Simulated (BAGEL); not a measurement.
**NEVPT2(11,9)/6-31G(d) (density fitting with cc-pvqz-jkfit, spherical functions) run of N2H (dinitrogen monohydride)**

Aim: the vertical doublet–quartet gap of N2H (dinitrogen monohydride) at NEVPT2(11,9)/6-31G* (density fitting with cc-pvqz-jkfit, spherical functions), from 2 runs. 

Program for the calculation: BAGEL 1.2.2.

3 further runs of the same task are left out: 3 that didn't finish.

**1. The molecule**

N2H has 3 atoms, charge 0, and is taken as a doublet. As SMILES, `[N]=N`. Geometry: relaxed at PBE0-D4/def2-TZVP.

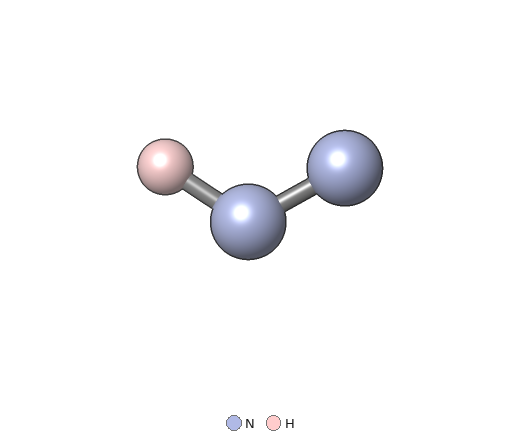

The structure, seen from a chosen angle (nitrogen light blue, hydrogen pink).

**2. A single-point energy at NEVPT2(11,9)/6-31G(d) (density fitting with cc-pvqz-jkfit, spherical functions)**

The input, job.json:

```json
{ "bagel" : [

{
  "title" : "molecule",
  "basis" : "6-31gs.json",
  "df_basis" : "cc-pvqz-jkfit",
  "angstrom" : "true",
  "geometry" : [
    { "atom" : "N", "xyz" : [       0.710530,      -0.606720,       0.326180 ] },
    { "atom" : "N", "xyz" : [      -0.268660,      -0.217710,      -0.170100 ] },
    { "atom" : "H", "xyz" : [      -0.441870,       0.824430,      -0.156080 ] }
  ]
},

{
  "title" : "hf",
  "charge" : 1
},

{
  "title" : "casscf",
  "nstate" : 1,
  "nact" : 9,
  "nclosed" : 2,
  "nspin" : 1,
  "maxiter" : 200,
  "natocc" : "true"
},

{
  "title" : "nevpt2",
  "nstate" : 1,
  "nact" : 9,
  "nclosed" : 2,
  "nspin" : 1,
  "maxiter" : 200,
  "natocc" : "true",
  "ncore" : 2
},

{
  "title" : "print",
  "file" : "orbitals.molden",
  "orbitals" : "true"
}

]}
```

The basis set 6-31G* is read from a file made from the Basis Set Exchange's data (not shown).

The run is started by

```sh
$ BAGEL_NUM_THREADS=1 BAGEL job.json > job.out
```

Log:

```text
* using 1 threads per process

  ===============================================================
  ===============================================================

  *** Geometry ***

  { "atom" : "N", "xyz" : [      1.342707,     -1.146535,      0.616391 ] },
  { "atom" : "N", "xyz" : [     -0.507694,     -0.411412,     -0.321442 ] },
  { "atom" : "H", "xyz" : [     -0.835013,      1.557947,     -0.294948 ] },

  Number of auxiliary basis functions:      263

  Since a DF basis is specified, we compute 2- and 3-index integrals:
    o Being stored without compression. Storage requirement is 0.002 GB

  Number of basis functions:       30
  Number of electrons      :       15

    * METHOD: MOLECULE                             0.04

  *** RHF ***

  === Nuclear Repulsion ===
    27.7196870100

      * DIIS with orbital gradients will be used.

[... 6 lines left out ...]
    * SCF iteration converged.
[... 1 line left out ...]
    * Permanent dipole moment:
[... 22 lines left out ...]
    * Second-order optimization converged. *
[... 9 lines left out ...]
     19  0      -109.54512751     3.79e-10      0.00
    ** throwing out 1 trial vectors **
     20  0      -109.54512751     1.40e-10      0.01
    ** throwing out 1 trial vectors **
     21  0 *    -109.54512751     5.01e-11      0.00

     * ci vector, state   0, <S^2> = 0.7500
       22222a...     0.9624095498
       2222.a2..     0.1414382486
       222ab2a..    -0.0677351052
       222.2a.2.     0.0613934936
       222a2b.a.    -0.0536068860

    * METHOD: CASSCF                               2.49

    * freezing 2 orbitals

  === DF-NEVPT2 calculation ===

    * 3-index integral transformation done
    * assembly done

      NEVPT2 correlation energy:   -0.1631137356      0.02

          (+0)      0.0000000000
          (+0)'     0.0000000000
          (+1)      0.0000000000
          (+1)'     0.0000000000
          (+2)      0.0000000000
          (-1)      0.0000000000
          (-1)'    -0.0851590853
          (-2)     -0.0779546503

      NEVPT2 total energy:       -109.7082412481

    * METHOD: NEVPT2                              23.16

    * METHOD: PRINT                                0.00

  ===============================================================
```

It took 26 s on 1 thread of Arm Neoverse V1, shared host; peak memory 1.4 GiB.

**3. The quartet**

The input, nevpt2.json:

```json
{ "bagel": [

{
  "title": "molecule",
  "basis": "6-31gs.json",
  "df_basis": "cc-pvqz-jkfit",
  "angstrom": "true",
  "geometry": [
    { "atom": "N", "xyz": [       0.710530,      -0.606720,       0.326180 ] },
    { "atom": "N", "xyz": [      -0.268660,      -0.217710,      -0.170100 ] },
    { "atom": "H", "xyz": [      -0.441870,       0.824430,      -0.156080 ] }
  ]
},

{ "title": "hf", "charge": 1 },

{ "title": "casscf", "nstate": 1, "nact": 9, "nclosed": 2, "nspin": 3, "maxiter": 200, "natocc": "true" },

{ "title": "nevpt2", "nstate": 1, "nact": 9, "nclosed": 2, "nspin": 3, "maxiter": 200, "natocc": "true", "ncore": 2 },

{ "title": "print", "file": "orbitals.molden", "orbitals": "true" }

]}
```

The basis set 6-31G* is read from a file made from the Basis Set Exchange's data (not shown).

The run is started by

```sh
$ BAGEL_NUM_THREADS=1 BAGEL nevpt2.json > nevpt2.out
```

Log:

```text
* using 1 threads per process

  ===============================================================
  ===============================================================

  *** Geometry ***

  { "atom" : "N", "xyz" : [      1.342707,     -1.146535,      0.616391 ] },
  { "atom" : "N", "xyz" : [     -0.507694,     -0.411412,     -0.321442 ] },
  { "atom" : "H", "xyz" : [     -0.835013,      1.557947,     -0.294948 ] },

  Number of auxiliary basis functions:      263

  Since a DF basis is specified, we compute 2- and 3-index integrals:
    o Being stored without compression. Storage requirement is 0.002 GB

  Number of basis functions:       30
  Number of electrons      :       15

    * METHOD: MOLECULE                             0.04

  *** RHF ***

  === Nuclear Repulsion ===
    27.7196870100

      * DIIS with orbital gradients will be used.

[... 6 lines left out ...]
    * SCF iteration converged.
[... 1 line left out ...]
    * Permanent dipole moment:
[... 22 lines left out ...]
    * Second-order optimization converged. *
[... 1 line left out ...]
     guess   0:   closed 1111.....            open ....111..

  === FCI iteration ===

      0  0      -109.23477872     5.40e-03      0.00
      1  0      -109.29252877     1.48e-03      0.00
      2  0      -109.29636364     4.09e-04      0.00
[... 16 lines of this table left out ...]
     19  0 *    -109.29671772     9.84e-11      0.00

     * ci vector, state   0, <S^2> = 3.7500
       2222aaa..    -0.9829816493
       222.aaa2.    -0.0758870030
       22.2aaa.2    -0.0502632178
       222abaaa.     0.0500446273

    * METHOD: CASSCF                               1.49

    * freezing 2 orbitals

  === DF-NEVPT2 calculation ===

    * 3-index integral transformation done
    * assembly done

      NEVPT2 correlation energy:   -0.1690903997      0.03

          (+0)      0.0000000000
          (+0)'     0.0000000000
          (+1)      0.0000000000
          (+1)'     0.0000000000
          (+2)      0.0000000000
          (-1)      0.0000000000
          (-1)'    -0.0907918453
          (-2)     -0.0782985544

      NEVPT2 total energy:       -109.4658081192

    * METHOD: NEVPT2                              25.74

    * METHOD: PRINT                                0.00

  ===============================================================
```

It took 28 s on 1 thread of Arm Neoverse V1, shared host; peak memory 1.2 GiB.

**4. Results**

At NEVPT2(11,9)/6-31G* (density fitting with cc-pvqz-jkfit, spherical functions), 2 core orbitals frozen:

```
                                        quantity          value
                           doublet: total energy  -109.70824 Eh
                           quartet: total energy  -109.46581 Eh
vertical energy of the quartet above the doublet       6.597 eV
```

What this shows: At this shape the quartet lies 6.60 eV (637 kJ/mol) above the doublet.
